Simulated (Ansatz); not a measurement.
ZnH$_{2}$OCl: several calculations on one system

Part 1: Relaxation

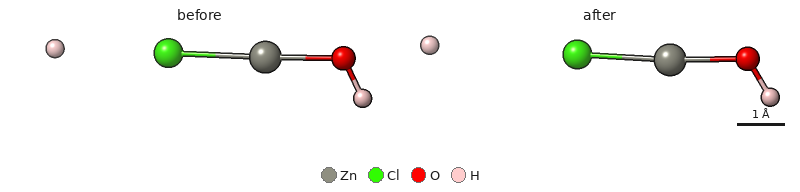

The structure of ZnH₂OCl (multiplicity 2) before (left) and after (right) a relaxation, at one scale.

A ball-and-stick model, seen at a tilt.

The run prepares an end point of a later path (reaction) calculation, from a guessed geometry.

The calculation used UKS PBE0-D4/def2-SVP (Ansatz 0.2.0).

The input:
```yaml
crystal:
  periodic: [false, false, false]
  atoms:
    - { symbol: Zn, position_ang: [0.010614, -0.038231, -0.064621] }
    - { symbol: Cl, position_ang: [0.0018, -0.006482, 2.13155] }
    - { symbol: O, position_ang: [0.005212, -0.018775, -1.838204] }
    - { symbol: H, position_ang: [0.244497, -0.880649, -2.198908] }
    - { symbol: H, position_ang: [-0.007423, 0.026737, 4.703082] }
magnetization:
  spin_polarized: true
  initial_magnetization: 1
basis:
  gaussian: { orbitals: def2-SVP }
hamiltonian:
  xc: pbe0
  dispersion: d4
relax:
  f_tol: 0.03
  max_steps: 50
```

Command:
```bash
ansatz run input.yaml --threads 2 --pin off --max-ram 3072MiB --backend cpu --events-out ev --progress --plain --runs-dir out
```

**What changed between the two?**

The energy falls by 2.22 kcal/mol in 7 geometry steps. The largest force component goes from 1.3 to 0.0076 eV/Å. The largest move after the best rigid fit is that of H5, 0.57 Å. By element the largest moves are H 0.57 Å, Cl 0.20 Å, Zn 0.12 Å, O 0.09 Å. Among the contacts that change: Zn1–Cl2 2.196 → 2.099 Å, Zn1–O3 1.774 → 1.767 Å. Bond angles that change, for instance: Zn1–O3–H4 111.3° → 115.2°, Cl2–Zn1–O3 178.5° → 175.9°. Cost: 18 s on 2 threads of Arm Neoverse V2, on a shared host, peak memory 0.2 GiB.

Limits of the set-up: the start holds two separate molecules, 2.6 Å apart at their closest, whose relative position is a soft coordinate.

Part 2: Relaxation

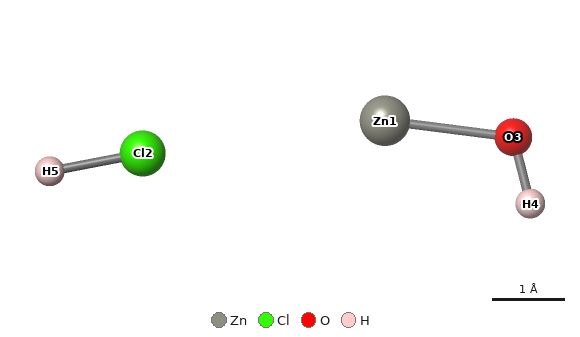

Starting structure of ZnH₂OCl (multiplicity 2). The picture is a ball-and-stick view, seen face on.

The run prepares an end point of a later path (reaction) calculation, from a guessed geometry.

Level of theory: UKS PBE0-D4/def2-SVP (Ansatz 0.2.0).

Input file:
```yaml
crystal:
  periodic: [false, false, false]
  atoms:
    - { symbol: Zn, position_ang: [-0.068638, 0.247227, -0.345823] }
    - { symbol: Cl, position_ang: [-0.015467, 0.055711, 3.087651] }
    - { symbol: O, position_ang: [0.029822, -0.107414, -2.127376] }
    - { symbol: H, position_ang: [0.28422, -1.023728, -2.291907] }
    - { symbol: H, position_ang: [0.024764, -0.089196, 4.410355] }
magnetization:
  spin_polarized: true
  initial_magnetization: 1
basis:
  gaussian: { orbitals: def2-SVP }
hamiltonian:
  xc: pbe0
  dispersion: d4
relax:
  f_tol: 0.03
  max_steps: 50
output:
  orbitals: {}
```

Command:
```bash
ansatz run input.yaml --threads 2 --pin off --max-ram 3072MiB --backend cpu --events-out ev --progress --plain --runs-dir out
```

Question: What does the optimiser find from here?

Answer: The energy falls by 1.835 eV in 43 accepted moves (47 points after the start). Largest force component: 1.1 eV/Å at the start, 0.019 eV/Å at the end. The line search rejected the trial steps at points 8, 25, 29, 42 of the run. The forces were under the threshold at step 4, but the run went on from there. The atom that moves furthest after the best rigid fit is H5 (3.78 Å). Largest moves by element: H 3.78 Å, O 2.05 Å, Zn 1.37 Å, Cl 0.81 Å. Some distances before and after: O3–H5 6.538 → 0.978 Å, Zn1–Cl2 3.439 → 2.238 Å, Cl2–H5 1.331 → 2.318 Å, Zn1–O3 1.819 → 2.200 Å. New bonds form, among them: O3–H5 (6.54 → 0.98 Å), Zn1–Cl2 (3.44 → 2.24 Å). Bonds break, among them: Cl2–H5 (1.33 → 2.32 Å). Bond angles that change, for instance: Zn1–O3–H4 111.5° → 120.2°.

The structure at the end:

```xyz
5

Zn   -0.6188    1.2440    0.4250
Cl   -0.4568    0.3416    2.4670
O     0.5771   -0.4959   -0.1922
H     0.1720   -1.2073   -0.7046
H     0.5812   -0.7999    0.7377
```

The end point in the same view:

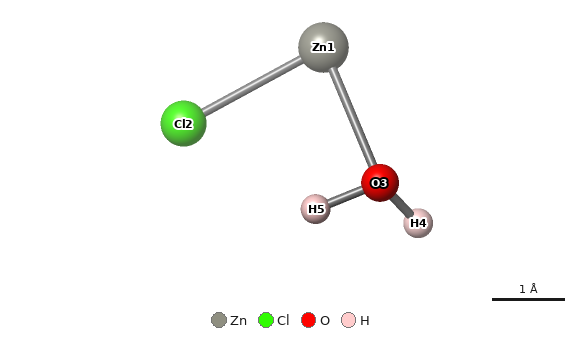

Limits of the set-up: the start holds two separate molecules, 3.4 Å apart at their closest, whose relative position is a soft coordinate.

Part 3: Path

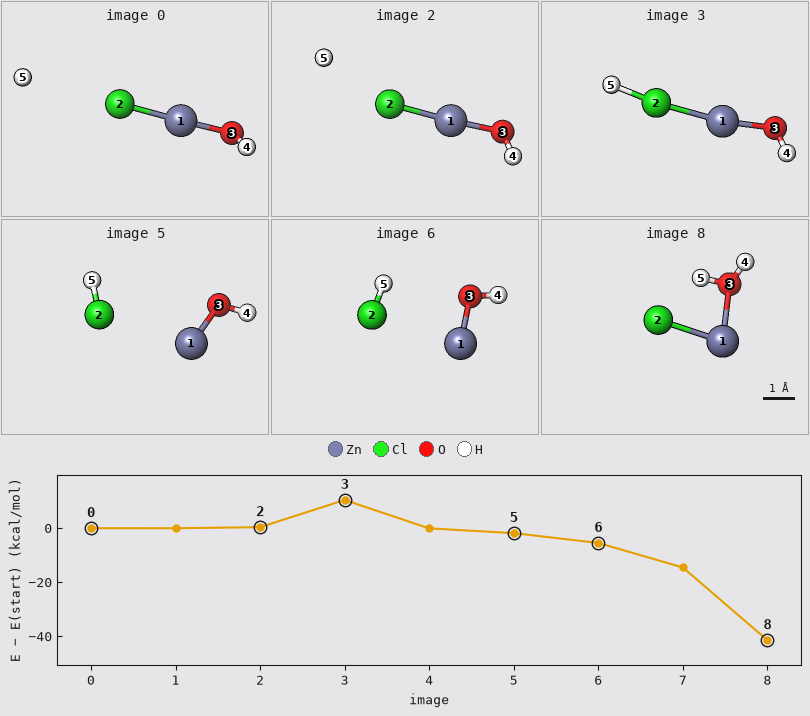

NEB run on ZnH2OCl (multiplicity 2), made up at the start of ZnHOCl and H. Images are numbered from 0 (start) to 8 (end). Style: ball-and-stick. Shown from a free direction.

All numbers below come from Ansatz, UKS PBE0-D4/def2-SVP.

Input file:
```yaml
crystal:
  periodic: [false, false, false]
  atoms:
    - { symbol: Zn, position_ang: [0.02641, -0.095126, -0.165985] }
    - { symbol: Cl, position_ang: [0.008314, -0.029946, 1.932153] }
    - { symbol: O, position_ang: [0.007791, -0.028065, -1.931129] }
    - { symbol: H, position_ang: [0.236292, -0.851095, -2.374442] }
    - { symbol: H, position_ang: [-0.024107, 0.086832, 5.272301] }
magnetization:
  spin_polarized: true
  initial_magnetization: 1
basis:
  gaussian: { orbitals: def2-SVP }
hamiltonian:
  xc: pbe0
  dispersion: d4
neb:
  order_check: false
  images: 7
  f_tol: 0.03
  max_iterations: 60
  final_atoms:
    - { symbol: Zn, position_ang: [-0.83077718, 1.10526331, 0.29600844] }
    - { symbol: Cl, position_ang: [-0.70251189, 0.32360965, 2.38961205] }
    - { symbol: O, position_ang: [0.68396254, -0.43169737, -0.13008372] }
    - { symbol: H, position_ang: [0.4476851, -1.22055923, -0.63461172] }
    - { symbol: H, position_ang: [0.65634142, -0.69401636, 0.81197296] }
  initial_path:
    images:
      - { positions_ang: [[0.02641, -0.095126, -0.165985], [0.008314, -0.029946, 1.932153], [0.007791, -0.028065, -1.931129], [0.236292, -0.851095, -2.374442], [-0.024107, 0.086832, 5.272301]] }
      - { positions_ang: [[0.01977319, -0.07122124, -0.12444421], [0.00635724, -0.02289794, 2.07165902], [0.00569676, -0.02052169, -1.89580201], [0.24072665, -0.86706797, -2.31278464], [-0.01785384, 0.06430884, 4.99426984]] }
      - { positions_ang: [[0.01313638, -0.04731647, -0.08290342], [0.00440049, -0.01584988, 2.21116504], [0.00360252, -0.01297839, -1.86047502], [0.24516129, -0.88304094, -2.25112727], [-0.01160069, 0.04178568, 4.71623867]] }
      - { positions_ang: [[0.00649958, -0.02341171, -0.04136262], [0.00244373, -0.00880181, 2.35067106], [0.00150828, -0.00543508, -1.82514803], [0.24959594, -0.89901391, -2.18946991], [-0.00534753, 0.01926252, 4.43820751]] }
      - { positions_ang: [[-0.00013723, 0.00049305, 0.00017817], [0.00048698, -0.00175375, 2.49017708], [-0.00058596, 0.00210822, -1.78982105], [0.25403059, -0.91498688, -2.12781255], [0.00090562, -0.00326064, 4.16017634]] }
      - { positions_ang: [[-0.20779722, 0.27668562, 0.07413574], [-0.17526274, 0.0795871, 2.46503582], [0.17055117, -0.10634318, -1.37488671], [0.30244422, -0.99137997, -1.75451234], [0.16476457, -0.17594957, 3.3231255]] }
      - { positions_ang: [[-0.4154572, 0.55287818, 0.1480933], [-0.35101246, 0.16092795, 2.43989456], [0.34168829, -0.21479457, -0.95995238], [0.35085784, -1.06777306, -1.38121213], [0.32862352, -0.3486385, 2.48607465]] }
      - { positions_ang: [[-0.62311719, 0.82907075, 0.22205087], [-0.52676217, 0.2422688, 2.4147533], [0.51282542, -0.32324597, -0.54501805], [0.39927147, -1.14416615, -1.00791193], [0.49248247, -0.52132743, 1.64902381]] }
      - { positions_ang: [[-0.83077718, 1.10526331, 0.29600844], [-0.70251189, 0.32360965, 2.38961205], [0.68396254, -0.43169737, -0.13008372], [0.4476851, -1.22055923, -0.63461172], [0.65634142, -0.69401636, 0.81197296]] }
```

Run as
```bash
ansatz run input.yaml --threads 2 --pin off --max-ram 3072MiB --backend cpu --events-out ev --progress --plain --runs-dir out
```

Q: What happens along the path, and what is the barrier?

A: Forming: O3–H5 (7.20 → 5.62 at the top → 0.98 Å). Forward barrier 10.4 kcal/mol, backward barrier 51.8 kcal/mol, with image 3 at the top; the reaction energy is −41.4 kcal/mol. The band is converged.

Limits of the set-up: the start holds two separate molecules, 3.3 Å apart at their closest, whose relative position is a soft coordinate.

The run took 5.8 min on 2 threads of Arm Neoverse V2 (shared host), peak memory 0.2 GiB.
